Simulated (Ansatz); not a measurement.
# BS (doublet): B2PLYP, PBE-QIDH, RPA-PBE over a scan of the distance B1–S2, cc-pVDZ, part 2 of 2

Ansatz 0.2.0, Gaussian basis; cc-pVDZ, all electrons in the functionals, frozen cores in the correlation of double hybrids and RPA.

### 12 PBE-QIDH, 2.909 Å

The input, in.yaml:

```yaml
crystal:
  periodic: [false, false, false]
  atoms:
    - {symbol: B, position_ang: [0.000000, 0.000000, 0.000000]}
    - {symbol: S, position_ang: [0.000000, 0.000000, 2.909000]}
basis:
  gaussian: {orbitals: cc-pVDZ}
magnetization: {spin_polarized: true, initial_magnetization: 1}
hamiltonian: {xc: {name: PBE-QIDH}}
correlation: {electrons: outside_noble_gas}
```

On the command line:

```console
$ ansatz run in.yaml --threads 1 --pin off --events-out ev --progress --plain --max-ram 3956MiB --backend cpu
```

Output:

```text
Functional definition: PBE-QIDH
  name "PBE-QIDH"
  cite "Brémond, Sancho-García, Pérez-Jiménez & Adamo, J. Chem. Phys. 141, 031101 (2014) doi:10.1063/1.4890314"
  cite "Perdew, Burke & Ernzerhof, Phys. Rev. Lett. 77, 3865 (1996) doi:10.1103/PhysRevLett.77.3865"
  parameter a = 3^(-1/3)
  parameter c = 1/3
  exchange = (1 - a)*pbe_x + a*exact_x
  correlation = (1 - c)*pbe_c + c*(mp2_os + mp2_ss)
325 factors; integrals over basis functions are off by at most 8.6e-4 eV
mean field evaluation 1: about -11491.1124 eV, gradient 1.5e1 eV
mean field evaluation 2: about -11491.1227 eV, gradient 1.5e1 eV
mean field evaluation 4: about -11494.1290 eV, gradient 3.3e0 eV
mean field evaluation 8: about -11494.2579 eV, gradient 5.4e-1 eV
mean field evaluation 16: about -11494.3091 eV, gradient 1.7e-1 eV
mean field evaluation 32: about -11495.3401 eV, gradient 2.4e-4 eV
mean field evaluation 64: about -11493.2206 eV, gradient 9.7e0 eV
mean field evaluation 96: about -11495.3378 eV, gradient 1.3e-1 eV
mean field evaluation 128: about -11464.1616 eV, gradient 3.1e1 eV
mean field evaluation 160: about -11495.5975 eV, gradient 6.8e-1 eV
mean field -11495.62790822 eV, -422.4565336106 hartree, gradient 2.6e-6 eV, S^2 1.310483; 16 other end points of the search recorded, 0 dependent functions left out
6 core orbitals not correlated: weight in the atoms' cores, before any rotation towards them, 1.000 or more for the frozen orbitals, at most 0.000 for the correlated occupied ones
reference -11495.62791619 eV, -422.4565339037 hartree; 5, 4 occupied and 21, 22 virtual orbitals, 325 factors
second order -4.34962119 eV of doubles, -0.00000000 eV of singles
Total energy: -11497.07778992 eV, -422.5098157805 hartree
```

Run time: 4.3 s. Hardware: 1 thread of AMD EPYC 7R13, shared host.

From the report: ⟨S²⟩ of the determinant 1.310 (pure doublet: 0.75). The determinant is far from a pure spin state, so its energy mixes those of several spin states (harmless only where they are near-degenerate, as at dissociation).

From 1.608 Å: +112.2 kcal/mol.

### 13 PBE-QIDH, 4.270 Å

Changes to in.yaml since step 12:

```diff
@@ -4,3 +4,3 @@
     - {symbol: B, position_ang: [0.000000, 0.000000, 0.000000]}
-    - {symbol: S, position_ang: [0.000000, 0.000000, 2.909000]}
+    - {symbol: S, position_ang: [0.000000, 0.000000, 4.270000]}
 basis:
```

Same command.

Output:

```text
Functional definition: PBE-QIDH
  name "PBE-QIDH"
  cite "Brémond, Sancho-García, Pérez-Jiménez & Adamo, J. Chem. Phys. 141, 031101 (2014) doi:10.1063/1.4890314"
  cite "Perdew, Burke & Ernzerhof, Phys. Rev. Lett. 77, 3865 (1996) doi:10.1103/PhysRevLett.77.3865"
  parameter a = 3^(-1/3)
  parameter c = 1/3
  exchange = (1 - a)*pbe_x + a*exact_x
  correlation = (1 - c)*pbe_c + c*(mp2_os + mp2_ss)
325 factors; integrals over basis functions are off by at most 4.7e-4 eV
mean field evaluation 1: about -11489.9969 eV, gradient 1.3e1 eV
mean field evaluation 2: about -11489.9993 eV, gradient 1.3e1 eV
mean field evaluation 4: about -11491.9738 eV, gradient 4.4e0 eV
mean field evaluation 8: about -11492.6813 eV, gradient 4.2e0 eV
mean field evaluation 16: about -11495.0465 eV, gradient 1.9e-4 eV
mean field evaluation 32: about -11494.5833 eV, gradient 2.8e-6 eV
mean field evaluation 64: about -11494.5467 eV, gradient 1.1e-1 eV
mean field evaluation 96: about -11495.0445 eV, gradient 1.3e-1 eV
mean field evaluation 128: about -11495.0138 eV, gradient 2.6e-1 eV
mean field evaluation 160: about -11421.1054 eV, gradient 3.9e1 eV
mean field -11495.04650452 eV, -422.4351674187 hartree, gradient 5.9e-6 eV, S^2 1.743356; 12 other end points of the search recorded, 0 dependent functions left out
6 core orbitals not correlated: weight in the atoms' cores, before any rotation towards them, 1.000 or more for the frozen orbitals, at most 0.000 for the correlated occupied ones
reference -11495.04651415 eV, -422.4351677728 hartree; 5, 4 occupied and 21, 22 virtual orbitals, 325 factors
second order -3.81315063 eV of doubles, -0.00000000 eV of singles
Total energy: -11496.31756437 eV, -422.4818780065 hartree
```

Run time: 6 s. Hardware: 1 thread of AMD EPYC 7R13, shared host.

From the report: ⟨S²⟩ of the determinant 1.743 (pure doublet: 0.75). The determinant is far from a pure spin state, so its energy mixes those of several spin states (harmless only where they are near-degenerate, as at dissociation).

From 1.608 Å: +129.8 kcal/mol.

### 14 RPA-PBE, 1.413 Å

The input, in.yaml:

```yaml
crystal:
  periodic: [false, false, false]
  atoms:
    - {symbol: B, position_ang: [0.000000, 0.000000, 0.000000]}
    - {symbol: S, position_ang: [0.000000, 0.000000, 1.413000]}
basis:
  gaussian: {orbitals: cc-pVDZ}
magnetization: {spin_polarized: true, initial_magnetization: 1}
hamiltonian: {xc: {name: PBE}}
correlation: {method: rpa, electrons: outside_noble_gas}
```

Same command.

Output:

```text
Functional definition: PBE
  name "PBE"
  cite "Perdew, Burke & Ernzerhof, Phys. Rev. Lett. 77, 3865 (1996) doi:10.1103/PhysRevLett.77.3865"
  parent pbe
  parameter kappa = 0.804
  parameter beta = 0.06672455060314922
  exchange = pbe_x(kappa = kappa, mu = beta*pi^2/3)
  correlation = pbe_c(beta = beta)
327 factors; integrals over basis functions are off by at most 5.6e-4 eV
mean field evaluation 1: about -11500.3157 eV, gradient 1.7e1 eV
mean field evaluation 2: about -11500.3135 eV, gradient 1.7e1 eV
mean field evaluation 4: about -11501.9006 eV, gradient 9.6e0 eV
mean field evaluation 8: about -11502.4851 eV, gradient 3.8e-2 eV
mean field evaluation 16: about -11502.4851 eV, gradient 5.9e-7 eV
mean field -11502.48512679 eV, -422.7085317451 hartree, gradient 5.9e-7 eV, S^2 0.759600; 0 other end points of the search recorded, 0 dependent functions left out
6 core orbitals not correlated: weight in the atoms' cores, before any rotation towards them, 1.000 or more for the frozen orbitals, at most 0.000 for the correlated occupied ones
reference -11486.20495783 eV, -422.1102465709 hartree; 5, 4 occupied and 21, 22 virtual orbitals, 327 factors
Total energy: -11494.27611207 eV, -422.4068560185 hartree
```

Wall time 0.54 s (1 thread of AMD EPYC 7R13, shared host).

From the report: ⟨S²⟩ of the determinant 0.760 (pure doublet: 0.75).

### 15 RPA-PBE, 1.608 Å

Changes to in.yaml since step 14:

```diff
@@ -4,3 +4,3 @@
     - {symbol: B, position_ang: [0.000000, 0.000000, 0.000000]}
-    - {symbol: S, position_ang: [0.000000, 0.000000, 1.413000]}
+    - {symbol: S, position_ang: [0.000000, 0.000000, 1.607700]}
 basis:
```

Same command.

Output:

```text
Functional definition: PBE
  name "PBE"
  cite "Perdew, Burke & Ernzerhof, Phys. Rev. Lett. 77, 3865 (1996) doi:10.1103/PhysRevLett.77.3865"
  parent pbe
  parameter kappa = 0.804
  parameter beta = 0.06672455060314922
  exchange = pbe_x(kappa = kappa, mu = beta*pi^2/3)
  correlation = pbe_c(beta = beta)
325 factors; integrals over basis functions are off by at most 1.3e-3 eV
mean field evaluation 1: about -11502.9578 eV, gradient 1.2e1 eV
mean field evaluation 2: about -11502.9551 eV, gradient 1.2e1 eV
mean field evaluation 4: about -11503.6769 eV, gradient 6.6e0 eV
mean field evaluation 8: about -11503.9714 eV, gradient 3.8e-2 eV
mean field evaluation 16: about -11503.9715 eV, gradient 4.0e-7 eV
mean field -11503.97146671 eV, -422.7631537296 hartree, gradient 4.0e-7 eV, S^2 0.763907; 0 other end points of the search recorded, 0 dependent functions left out
6 core orbitals not correlated: weight in the atoms' cores, before any rotation towards them, 1.000 or more for the frozen orbitals, at most 0.000 for the correlated occupied ones
reference -11487.43495721 eV, -422.1554482143 hartree; 5, 4 occupied and 21, 22 virtual orbitals, 325 factors
Total energy: -11495.94789535 eV, -422.4682929207 hartree
```

It took 0.55 s on 1 thread of AMD EPYC 7R13, shared host.

From the report: ⟨S²⟩ of the determinant 0.764 (pure doublet: 0.75).

### 16 RPA-PBE, 1.780 Å

Changes to in.yaml since step 15:

```diff
@@ -4,3 +4,3 @@
     - {symbol: B, position_ang: [0.000000, 0.000000, 0.000000]}
-    - {symbol: S, position_ang: [0.000000, 0.000000, 1.607700]}
+    - {symbol: S, position_ang: [0.000000, 0.000000, 1.780000]}
 basis:
```

Same command.

Output:

```text
Functional definition: PBE
  name "PBE"
  cite "Perdew, Burke & Ernzerhof, Phys. Rev. Lett. 77, 3865 (1996) doi:10.1103/PhysRevLett.77.3865"
  parent pbe
  parameter kappa = 0.804
  parameter beta = 0.06672455060314922
  exchange = pbe_x(kappa = kappa, mu = beta*pi^2/3)
  correlation = pbe_c(beta = beta)
327 factors; integrals over basis functions are off by at most 9.4e-4 eV
mean field evaluation 1: about -11502.8933 eV, gradient 1.0e1 eV
mean field evaluation 2: about -11502.8914 eV, gradient 1.0e1 eV
mean field evaluation 4: about -11502.8562 eV, gradient 1.0e1 eV
mean field evaluation 8: about -11503.6639 eV, gradient 5.2e-2 eV
mean field evaluation 16: about -11503.6641 eV, gradient 3.9e-7 eV
mean field evaluation 32: about -11500.0372 eV, gradient 1.4e1 eV
mean field -11503.66411836 eV, -422.7518588860 hartree, gradient 3.9e-7 eV, S^2 0.767913; 5 other end points of the search recorded, 0 dependent functions left out
6 core orbitals not correlated: weight in the atoms' cores, before any rotation towards them, 1.000 or more for the frozen orbitals, at most 0.000 for the correlated occupied ones
reference -11486.82639162 eV, -422.1330838416 hartree; 5, 4 occupied and 21, 22 virtual orbitals, 327 factors
Total energy: -11495.74763680 eV, -422.4609335550 hartree
```

Run time: 1.4 s. Hardware: 1 thread of AMD EPYC 7R13, shared host.

From the report: ⟨S²⟩ of the determinant 0.768 (pure doublet: 0.75).

From 1.608 Å: +4.6 kcal/mol.

### 17 RPA-PBE, 2.196 Å

Changes to in.yaml since step 16:

```diff
@@ -4,3 +4,3 @@
     - {symbol: B, position_ang: [0.000000, 0.000000, 0.000000]}
-    - {symbol: S, position_ang: [0.000000, 0.000000, 1.780000]}
+    - {symbol: S, position_ang: [0.000000, 0.000000, 2.196000]}
 basis:
```

Launched as before.

Output:

```text
Functional definition: PBE
  name "PBE"
  cite "Perdew, Burke & Ernzerhof, Phys. Rev. Lett. 77, 3865 (1996) doi:10.1103/PhysRevLett.77.3865"
  parent pbe
  parameter kappa = 0.804
  parameter beta = 0.06672455060314922
  exchange = pbe_x(kappa = kappa, mu = beta*pi^2/3)
  correlation = pbe_c(beta = beta)
327 factors; integrals over basis functions are off by at most 9.8e-4 eV
mean field evaluation 1: about -11499.0559 eV, gradient 1.6e1 eV
mean field evaluation 2: about -11499.0538 eV, gradient 1.6e1 eV
mean field evaluation 4: about -11498.1551 eV, gradient 2.0e1 eV
mean field evaluation 8: about -11501.3800 eV, gradient 1.7e0 eV
mean field evaluation 16: about -11501.4056 eV, gradient 1.2e-3 eV
mean field evaluation 32: about -11501.3528 eV, gradient 1.4e-1 eV
mean field evaluation 64: about -11501.3529 eV, gradient 1.9e-5 eV
mean field evaluation 96: about -11501.3996 eV, gradient 1.7e-1 eV
mean field evaluation 128: about -11501.3394 eV, gradient 6.1e-1 eV
mean field evaluation 160: about -11474.1318 eV, gradient 3.9e1 eV
mean field evaluation 192: about -11501.4032 eV, gradient 2.3e-1 eV
mean field -11501.41295349 eV, -422.6691301030 hartree, gradient 1.8e-6 eV, S^2 0.790967; 11 other end points of the search recorded, 0 dependent functions left out
6 core orbitals not correlated: weight in the atoms' cores, before any rotation towards them, 1.000 or more for the frozen orbitals, at most 0.000 for the correlated occupied ones
reference -11484.34253611 eV, -422.0418038352 hartree; 5, 4 occupied and 21, 22 virtual orbitals, 327 factors
Total energy: -11493.84618157 eV, -422.3910563638 hartree
```

Wall time 3.8 s (1 thread of AMD EPYC 7R13, shared host).

From the report: ⟨S²⟩ of the determinant 0.791 (pure doublet: 0.75).

From 1.608 Å: +48.5 kcal/mol.

### 18 RPA-PBE, 2.909 Å

Changes to in.yaml since step 17:

```diff
@@ -4,3 +4,3 @@
     - {symbol: B, position_ang: [0.000000, 0.000000, 0.000000]}
-    - {symbol: S, position_ang: [0.000000, 0.000000, 2.196000]}
+    - {symbol: S, position_ang: [0.000000, 0.000000, 2.909000]}
 basis:
```

The command is unchanged.

Output:

```text
Functional definition: PBE
  name "PBE"
  cite "Perdew, Burke & Ernzerhof, Phys. Rev. Lett. 77, 3865 (1996) doi:10.1103/PhysRevLett.77.3865"
  parent pbe
  parameter kappa = 0.804
  parameter beta = 0.06672455060314922
  exchange = pbe_x(kappa = kappa, mu = beta*pi^2/3)
  correlation = pbe_c(beta = beta)
325 factors; integrals over basis functions are off by at most 8.6e-4 eV
mean field evaluation 1: about -11496.6802 eV, gradient 1.5e1 eV
mean field evaluation 2: about -11496.6796 eV, gradient 1.5e1 eV
mean field evaluation 4: about -11429.5403 eV, gradient 8.7e1 eV
mean field evaluation 8: about -11499.5446 eV, gradient 3.7e-1 eV
mean field evaluation 16: about -11499.5456 eV, gradient 2.0e-6 eV
mean field evaluation 32: about -11499.5456 eV, gradient 2.7e-6 eV
mean field evaluation 64: about -11498.8745 eV, gradient 3.1e-6 eV
mean field evaluation 96: about -11493.3632 eV, gradient 1.9e1 eV
mean field evaluation 128: about -11499.5420 eV, gradient 2.1e-1 eV
mean field evaluation 160: about -11495.8363 eV, gradient 4.6e0 eV
mean field -11499.54564538 eV, -422.6005077957 hartree, gradient 2.2e-6 eV, S^2 0.854125; 13 other end points of the search recorded, 0 dependent functions left out
6 core orbitals not correlated: weight in the atoms' cores, before any rotation towards them, 1.000 or more for the frozen orbitals, at most 0.000 for the correlated occupied ones
reference -11482.66435871 eV, -421.9801319532 hartree; 5, 4 occupied and 21, 22 virtual orbitals, 325 factors
Total energy: -11492.24162005 eV, -422.3320898158 hartree
```

Run time: 3.4 s. Hardware: 1 thread of AMD EPYC 7R13, shared host.

From the report: ⟨S²⟩ of the determinant 0.854 (pure doublet: 0.75).

From 1.608 Å: +85.5 kcal/mol.

### 19 RPA-PBE, 4.270 Å

Changes to in.yaml since step 18:

```diff
@@ -4,3 +4,3 @@
     - {symbol: B, position_ang: [0.000000, 0.000000, 0.000000]}
-    - {symbol: S, position_ang: [0.000000, 0.000000, 2.909000]}
+    - {symbol: S, position_ang: [0.000000, 0.000000, 4.270000]}
 basis:
```

Same command.

Output:

```text
Functional definition: PBE
  name "PBE"
  cite "Perdew, Burke & Ernzerhof, Phys. Rev. Lett. 77, 3865 (1996) doi:10.1103/PhysRevLett.77.3865"
  parent pbe
  parameter kappa = 0.804
  parameter beta = 0.06672455060314922
  exchange = pbe_x(kappa = kappa, mu = beta*pi^2/3)
  correlation = pbe_c(beta = beta)
325 factors; integrals over basis functions are off by at most 4.7e-4 eV
mean field evaluation 1: about -11492.1638 eV, gradient 1.7e1 eV
mean field evaluation 2: about -11492.1623 eV, gradient 1.7e1 eV
mean field evaluation 4: about -11342.3867 eV, gradient 7.5e1 eV
mean field evaluation 8: about -11497.7332 eV, gradient 2.3e0 eV
mean field evaluation 16: about -11498.1259 eV, gradient 2.6e-3 eV
mean field evaluation 32: about -11498.1201 eV, gradient 1.7e-1 eV
mean field evaluation 64: about -11498.1251 eV, gradient 3.8e-2 eV
mean field evaluation 96: about -11497.9960 eV, gradient 3.9e-1 eV
mean field evaluation 128: about -11498.1189 eV, gradient 5.6e-2 eV
mean field evaluation 160: about -11498.1220 eV, gradient 6.2e-2 eV
mean field evaluation 192: about -11497.8211 eV, gradient 4.1e-2 eV
mean field evaluation 224: about -11497.8080 eV, gradient 8.6e-2 eV
mean field -11498.12592311 eV, -422.5483339646 hartree, gradient 3.4e-6 eV, S^2 1.506383; 12 other end points of the search recorded, 0 dependent functions left out
6 core orbitals not correlated: weight in the atoms' cores, before any rotation towards them, 1.000 or more for the frozen orbitals, at most 0.000 for the correlated occupied ones
reference -11482.75785008 eV, -421.9835676975 hartree; 5, 4 occupied and 21, 22 virtual orbitals, 325 factors
Total energy: -11491.21730856 eV, -422.2944470629 hartree
```

Run time: 7.5 s. Hardware: 1 thread of AMD EPYC 7R13, shared host.

From the report: ⟨S²⟩ of the determinant 1.506 (pure doublet: 0.75). The determinant is far from a pure spin state, so its energy mixes those of several spin states (harmless only where they are near-degenerate, as at dissociation).

From 1.608 Å: +109.1 kcal/mol.

### 20 Against the wave-function levels

The yardstick is full CI for this spin, exact in this basis with these frozen cores. It comes from earlier runs at the same points. Energies in kcal/mol, counted from 1.608 Å; blanks weren't run or aren't comparable.

| level | 1.413 Å | 1.608 Å | 1.780 Å | 2.196 Å | 2.909 Å | 4.270 Å |
| --- | --- | --- | --- | --- | --- | --- |
| FCI | 36.8 | 0.0 | 6.1 | 54.5 | 95.3 | 118.5 |
| B2PLYP | 33.5 | 0.0 | 8.0 | 60.3 | 107.1 | 127.5 |
| PBE-QIDH | 32.2 | 0.0 | 9.8 | 64.4 | 112.2 | 129.8 |
| RPA-PBE | 38.6 | 0.0 | 4.6 | 48.5 | 85.5 | 109.1 |

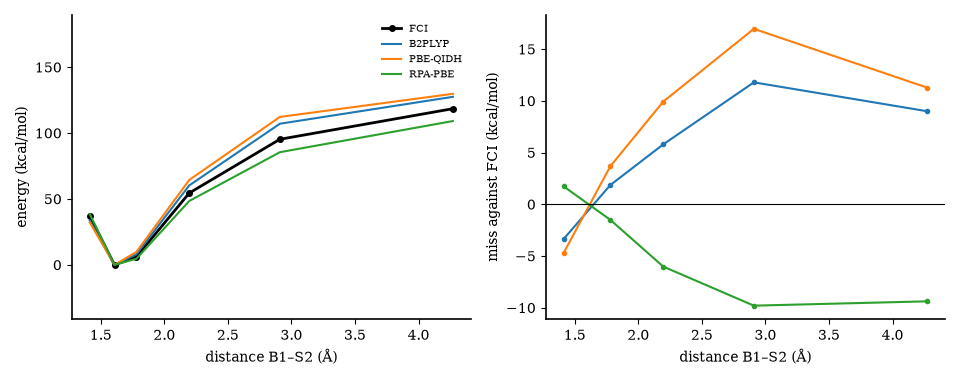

Left: the curves (the axis may cut off levels that run far away). Right: misses against FCI, in the same colours.

Largest miss and mean time a point (FCI took 55 s a point; shared hosts):

| level | largest miss (kcal/mol) | where | time a point |
| --- | --- | --- | --- |
| B2PLYP | +11.8 | 2.909 Å | 2.8 s |
| PBE-QIDH | +17.0 | 2.909 Å | 2.6 s |
| RPA-PBE | -9.8 | 2.909 Å | 2.9 s |

### 21 Summary of results

The summary covers parts 1 to 2.

| quantity | value |
| --- | --- |
| span of the FCI curve | 118.5 kcal/mol |
| largest miss, B2PLYP | +11.8 kcal/mol (2.909 Å) |
| largest miss, PBE-QIDH | +17.0 kcal/mol (2.909 Å) |
| largest miss, RPA-PBE | -9.8 kcal/mol (2.909 Å) |

In words: Of the functionals, RPA-PBE keep the smallest largest miss at the points compared (at most 9.8 kcal/mol) and PBE-QIDH strays most (17.0 kcal/mol, at 2.909 Å). B2PLYP, PBE-QIDH, RPA-PBE clearly break the spin symmetry at some points (⟨S²⟩ up to 0.99 above the pure value), so energy there is bought with a mixed spin. Functionals and the yardstick converge differently with the basis, so part of each miss in cc-pVDZ is the basis.
